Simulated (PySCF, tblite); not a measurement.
# C5H3F3N2: dynamics, then NMR shifts on frames, part 1 of 2

Aim: move C5H3F3N2 (`FC(F)(F)c1ncccn1`) away from its starting geometry and see how NMR shifts follow the geometry.

Computed with tblite 0.8.0 and PySCF 2.14.0, with density-fitted response routines of our own, on a single molecule in the gas phase. Atoms are numbered from 0 throughout.

### 1 The starting structure

13 atoms, charge 0, multiplicity 1; geometry from: GFN2-xTB.

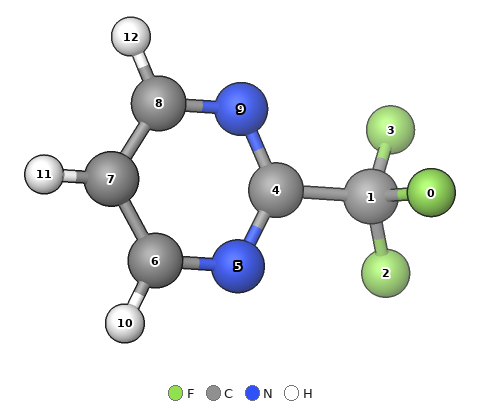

The starting geometry (fluorine green, carbon grey, nitrogen blue, hydrogen white), atoms numbered; sticks join atoms by distance.

### 2 Thermal motion with GFN2-xTB

Job settings and geometry (Å):

```
{"job": {"kind": "md", "xc": "GFN2-xTB", "basis": "xTB", "temperature": 300, "steps": 2000, "every": 50, "frames": 5}, "charge": 0, "multiplicity": 1}
F      2.608286     0.023414     1.330733
C      2.166703    -0.174917     0.077887
F      2.597945    -1.381468    -0.299207
F      2.782880     0.721405    -0.696246
C      0.656398    -0.055365     0.008418
N     -0.031790    -1.154600     0.250791
C     -1.349917    -1.046799     0.205866
C     -1.977392     0.158352    -0.079174
C     -1.146832     1.246969    -0.307744
N      0.171524     1.141065    -0.263094
H     -1.901731    -1.955021     0.405521
H     -3.050218     0.244594    -0.119287
H     -1.530244     2.232858    -0.532194
```

Level: GFN2-xTB Langevin dynamics, gas phase.

On the command line:

```sh
OMP_NUM_THREADS=1 python probes_run.py task.json out
```

One launch serves the whole session: the jobs run in the order shown.

The program printed:

```text
t/fs     T/K      E/eV
    0.0   250.0   -877.97642
   25.0   195.9   -877.70608
   50.0   240.9   -877.53954
   75.0   207.4   -877.60546
  100.0   257.3   -877.60453
  125.0   214.8   -877.49087
  150.0   311.6   -877.48340
  175.0   340.9   -877.47233
  200.0   396.8   -877.40990
  225.0   360.8   -877.38487
  250.0   337.5   -877.44949
  275.0   317.7   -877.56769
  300.0   336.4   -877.73742
  325.0   289.1   -877.63134
  350.0   276.3   -877.54319
  375.0   354.1   -877.68256
  400.0   339.7   -877.63081
  425.0   410.7   -877.65984
  450.0   399.3   -877.58083
  475.0   292.9   -877.40855
  500.0   262.9   -877.46546
  525.0   185.2   -877.39494
  550.0   316.4   -877.61239
  575.0   249.5   -877.56612
  600.0   181.9   -877.46738
  625.0   354.8   -877.67572
  650.0   222.2   -877.36605
  675.0   317.7   -877.46623
  700.0   496.2   -877.54325
  725.0   340.6   -877.38582
  750.0   362.6   -877.54616
  775.0   332.5   -877.61627
  800.0   291.6   -877.47534
  825.0   281.3   -877.62843
  850.0   163.5   -877.46686
  875.0   367.8   -877.51622
  900.0   370.1   -877.42534
  925.0   331.6   -877.57063
  950.0   288.5   -877.62125
  975.0   264.5   -877.66422
 1000.0   235.8   -877.50289
```

It took 11 s on 1 thread of Intel Xeon Platinum 8488C, shared host; peak memory 0.18 GiB.

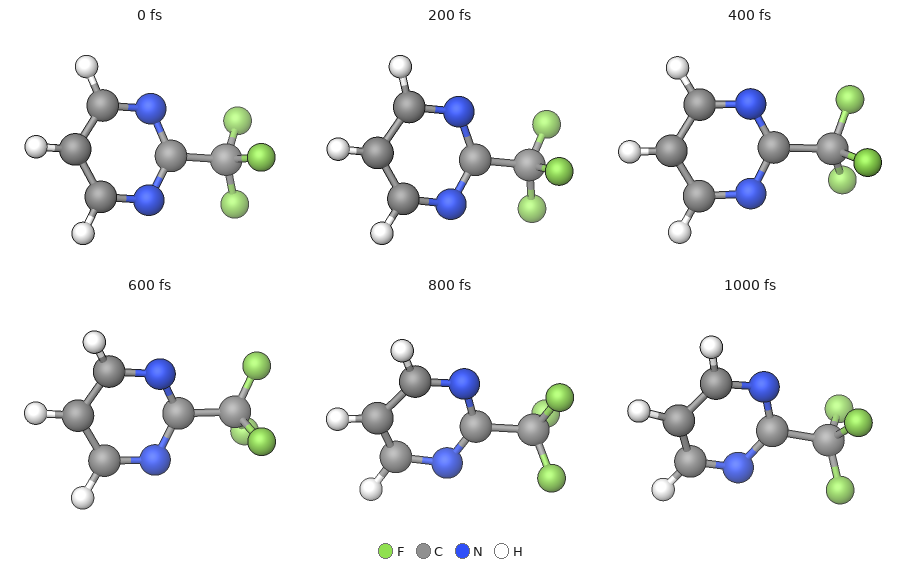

Frames of the run.

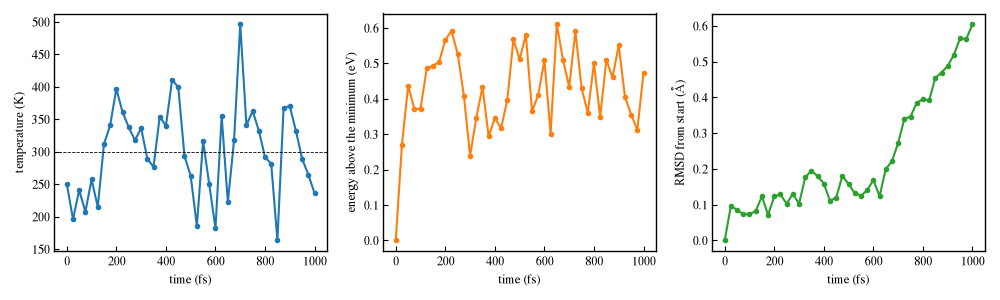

Temperature, potential energy and distance from the start.

Positions (Å) and forces (eV/Å) at 1000 fs:

```xyz
13

F     1.695   -2.213    0.884    0.182    0.895   -0.153
C     1.353   -0.923    0.837   -0.488    1.043    1.029
F     2.026   -0.239   -0.112    0.201   -0.751    0.554
F     1.651   -0.333    2.065    0.415   -0.848   -1.179
C    -0.140   -0.672    0.654    1.168   -2.466   -1.756
N    -0.797   -1.681    0.027    1.151    0.886    1.096
C    -2.082   -1.507   -0.084   -0.239    0.310    0.173
C    -2.666   -0.377    0.457   -2.700    1.375    0.162
C    -1.866    0.621    0.957    0.627    1.022   -0.165
N    -0.535    0.508    0.965   -0.943    0.261    0.814
H    -2.608   -2.282   -0.585   -0.494   -0.384   -0.338
H    -3.778   -0.107    0.448    1.525   -0.955   -0.093
H    -2.174    1.606    1.307   -0.406   -0.389   -0.142
```

### 3 NMR shieldings: 250 fs, PBE0/pcSseg-1

Job settings and geometry (Å):

```
{"job": {"kind": "nmr", "xc": "PBE0", "basis": "pcSseg-1", "pop": false}, "charge": 0, "multiplicity": 1}
F      2.263900    -0.309900     1.663900
C      1.912100    -0.282100     0.276300
F      2.290300    -1.362000    -0.314300
F      2.706300     0.718600    -0.263000
C      0.428800    -0.048900     0.097000
N     -0.220000    -1.189600     0.014400
C     -1.517900    -1.112300    -0.019900
C     -2.267100     0.037000    -0.117800
C     -1.500600     1.179900    -0.073500
N     -0.200000     1.131800     0.020900
H     -2.083700    -2.009500    -0.136800
H     -3.390200     0.086100    -0.255200
H     -1.886000     2.178600    -0.106400
```

With the program's defaults for keys left out, this is: GIAO PBE0/pcSseg-1 NMR shielding, non-relativistic, gas phase.

The program printed:

```text
coarse grid: 12672 points
cycle   1  E = -600.4146688191  dE =  2.034e+00  |g| = 9.666e-01  |ddm| = 3.541e+00
cycle   2  E = -600.1640818259  dE =  2.506e-01  |g| = 1.608e+00  |ddm| = 1.401e+00
cycle   3  E = -600.5824477453  dE = -4.184e-01  |g| = 9.730e-02  |ddm| = 8.637e-01
cycle   4  E = -600.5829073555  dE = -4.596e-04  |g| = 8.638e-02  |ddm| = 1.642e-01
cycle   5  E = -600.5845985243  dE = -1.691e-03  |g| = 1.510e-02  |ddm| = 7.436e-02
cycle   6  E = -600.5846400771  dE = -4.155e-05  |g| = 6.152e-03  |ddm| = 1.435e-02
cycle   7  E = -600.5846478553  dE = -7.778e-06  |g| = 1.105e-03  |ddm| = 5.265e-03
final grid: 128952 points
cycle   8  E = -600.6592602746  dE = -5.183e-05  |g| = 7.599e-03  |ddm| = 3.371e-02
cycle   9  E = -600.6592508787  dE =  9.396e-06  |g| = 1.091e-02  |ddm| = 1.397e-02
cycle  10  E = -600.6592720875  dE = -2.121e-05  |g| = 1.288e-03  |ddm| = 7.610e-03
cycle  11  E = -600.6592724120  dE = -3.245e-07  |g| = 5.128e-04  |ddm| = 1.357e-03
cycle  12  E = -600.6592724713  dE = -5.934e-08  |g| = 1.735e-04  |ddm| = 5.455e-04
cycle  13  E = -600.6592724774  dE = -6.055e-09  |g| = 3.937e-05  |ddm| = 1.565e-04
cycle  14  E = -600.6592724776  dE = -2.447e-10  |g| = 1.645e-05  |ddm| = 3.972e-05
converged SCF energy = -600.6592724776

GIAO shielding tensors (ppm)
atom      isotropic    diamagn.    paramagn.     s11        s22        s33       span
  0 F      195.543     471.945    -276.402     76.179    156.625    353.826    277.646
  1 C       50.132     238.053    -187.921     36.126     52.930     61.338     25.212
  2 F      254.447     469.167    -214.720    197.854    264.198    301.290    103.436
  3 F      236.341     470.869    -234.528    130.977    223.019    355.027    224.051
  4 C       21.352     257.111    -235.759    -86.332     28.102    122.287    208.619
  5 N      -64.934     332.148    -397.082   -338.726   -152.708    296.634    635.360
  6 C       29.938     246.910    -216.972    -78.323     10.023    158.114    236.438
  7 C       56.551     264.120    -207.570    -60.239     56.837    173.054    233.293
  8 C       25.983     250.464    -224.481    -84.949     11.494    151.403    236.351
  9 N      -77.319     331.258    -408.577   -381.646   -142.037    291.728    673.374
 10 H       23.019      29.476      -6.458     18.381     22.934     27.741      9.360
 11 H       23.318      29.059      -5.741     21.394     22.856     25.704      4.310
 12 H       22.633      30.216      -7.582     18.086     23.319     26.496      8.411
```

Run time: 22 s. Hardware: 1 thread of Intel Xeon Platinum 8488C, shared host; peak memory 0.81 GiB.

The references, computed at this level on geometries of the same kind, shield at (ppm): ¹H TMS 31.72, ¹³C TMS 186.9, ¹⁹F CFCl3 170.9, ¹⁵N NH3 267.7. Their shielding less the atom's gives the shift. The references are single molecules in the gas phase, so shifts against H2O, NH3, PH3, H3PO4 or CFCl3 are not on the usual liquid scales and can be off by tens of ppm. Each atom is listed at this fixed geometry, with no averaging over motion; a spectrum would average atoms that exchange fast.

```csv
atoms,environment,σ (ppm),δ (ppm)
C4,substituted aromatic carbon next to a ring nitrogen,21.4,165.6
C8,aromatic CH next to a ring nitrogen,26.0,160.9
C6,aromatic CH next to a ring nitrogen,29.9,157.0
C1,CF3 carbon,50.1,136.8
C7,aromatic CH,56.6,130.4
H12,hydrogen on an aromatic CH next to a ring nitrogen,22.63,9.08
H10,hydrogen on an aromatic CH next to a ring nitrogen,23.02,8.70
H11,hydrogen on an aromatic CH,23.32,8.40
F0,fluorine of a CF3 group,195.5,-24.6
F3,fluorine of a CF3 group,236.3,-65.4
F2,fluorine of a CF3 group,254.4,-83.5
N9,pyridine-type ring nitrogen,-77.3,345.0
N5,pyridine-type ring nitrogen,-64.9,332.7
```

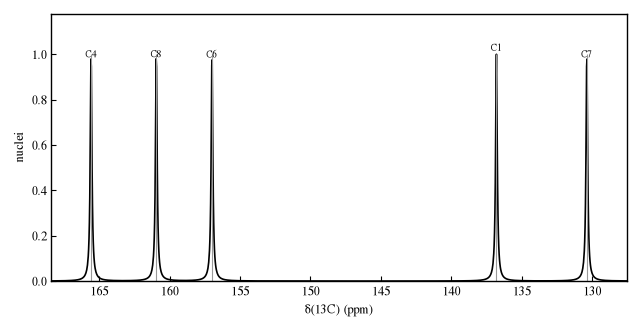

¹³C lines at the computed shifts, without couplings. Lines are broadened to a width of 0.14 ppm (Lorentzian).

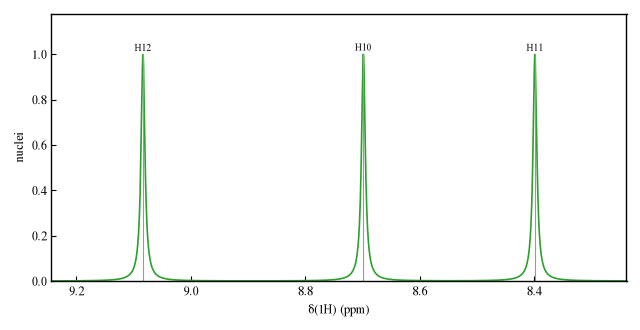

¹H lines at the computed shifts, without couplings. Lines are broadened to a width of 0.01 ppm (Lorentzian).

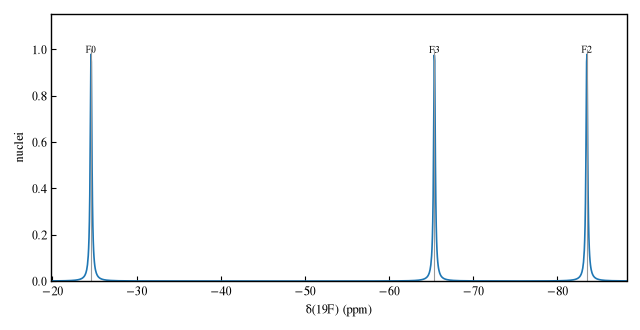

¹⁹F lines at the computed shifts, without couplings. Lines are broadened to a width of 0.24 ppm (Lorentzian).

Ring of atoms C4, N5, C6, C7, C8, N9: NICS(0) -6.6, NICS(1) -11.3, NICS(1)zz -28.1 ppm (means of both faces).

### 4 NMR shieldings: 425 fs, PBE0/pcSseg-1

Job settings and geometry (Å):

```
{"job": {"kind": "nmr", "xc": "PBE0", "basis": "pcSseg-1", "pop": false}, "charge": 0, "multiplicity": 1}
F      1.960500    -0.689500     2.084200
C      1.606500    -0.407800     0.814800
F      2.262400    -1.241900     0.047700
F      2.172700     0.876000     0.582000
C      0.125900    -0.385000     0.466000
N     -0.367400    -1.596400     0.172900
C     -1.660300    -1.637900    -0.136400
C     -2.434000    -0.464100    -0.253600
C     -1.770500     0.728700    -0.018800
N     -0.501700     0.708500     0.316200
H     -2.051500    -2.593000    -0.457800
H     -3.479500    -0.488900    -0.414000
H     -2.278800     1.678500    -0.074600
```

Level: GIAO PBE0/pcSseg-1 NMR shielding, non-relativistic, gas phase.

The program printed:

```text
coarse grid: 12672 points
cycle   1  E = -600.4282565597  dE =  2.019e+00  |g| = 9.559e-01  |ddm| = 3.535e+00
cycle   2  E = -600.2076077346  dE =  2.206e-01  |g| = 1.548e+00  |ddm| = 1.409e+00
cycle   3  E = -600.5910586214  dE = -3.835e-01  |g| = 8.955e-02  |ddm| = 8.577e-01
cycle   4  E = -600.5913915707  dE = -3.329e-04  |g| = 8.018e-02  |ddm| = 1.429e-01
cycle   5  E = -600.5927562322  dE = -1.365e-03  |g| = 1.553e-02  |ddm| = 6.692e-02
cycle   6  E = -600.5927992503  dE = -4.302e-05  |g| = 6.652e-03  |ddm| = 1.519e-02
cycle   7  E = -600.5928084753  dE = -9.225e-06  |g| = 1.079e-03  |ddm| = 5.625e-03
final grid: 128952 points
cycle   8  E = -600.6679573196  dE = -5.335e-05  |g| = 7.595e-03  |ddm| = 3.097e-02
cycle   9  E = -600.6679493913  dE =  7.928e-06  |g| = 1.048e-02  |ddm| = 1.398e-02
cycle  10  E = -600.6679692579  dE = -1.987e-05  |g| = 1.349e-03  |ddm| = 7.646e-03
cycle  11  E = -600.6679696259  dE = -3.680e-07  |g| = 4.913e-04  |ddm| = 1.410e-03
cycle  12  E = -600.6679696828  dE = -5.694e-08  |g| = 1.695e-04  |ddm| = 5.499e-04
cycle  13  E = -600.6679696887  dE = -5.851e-09  |g| = 3.673e-05  |ddm| = 1.482e-04
cycle  14  E = -600.6679696889  dE = -2.026e-10  |g| = 1.614e-05  |ddm| = 3.691e-05
converged SCF energy = -600.6679696889

GIAO shielding tensors (ppm)
atom      isotropic    diamagn.    paramagn.     s11        s22        s33       span
  0 F      239.464     469.046    -229.582    154.871    230.417    333.105    178.234
  1 C       52.187     236.647    -184.459     39.005     51.847     65.709     26.704
  2 F      246.779     470.243    -223.464    179.945    250.853    309.539    129.594
  3 F      220.858     473.958    -253.100    103.734    190.034    368.806    265.073
  4 C       28.237     257.165    -228.928    -70.000     37.321    117.391    187.391
  5 N      -85.804     330.982    -416.787   -381.038   -170.918    294.542    675.580
  6 C       18.280     249.915    -231.635    -98.645      3.117    150.368    249.013
  7 C       54.557     261.051    -206.494    -65.308     47.523    181.457    246.765
  8 C       27.726     250.030    -222.304    -85.982     16.099    153.061    239.043
  9 N      -52.601     331.992    -384.593   -347.513   -121.148    310.857    658.370
 10 H       22.287      28.773      -6.487     18.554     22.078     26.228      7.674
 11 H       24.457      30.635      -6.178     22.541     23.246     27.584      5.044
 12 H       22.533      30.122      -7.589     18.445     22.633     26.521      8.075
```

Wall time 22 s (1 thread of Intel Xeon Platinum 8488C, shared host); peak memory 0.87 GiB.

In short: δ C6 168.6, C8 159.2, C4 158.7, C1 134.7, H10 9.43, H12 9.18 ppm.

(Continued in part 2 of 2.)
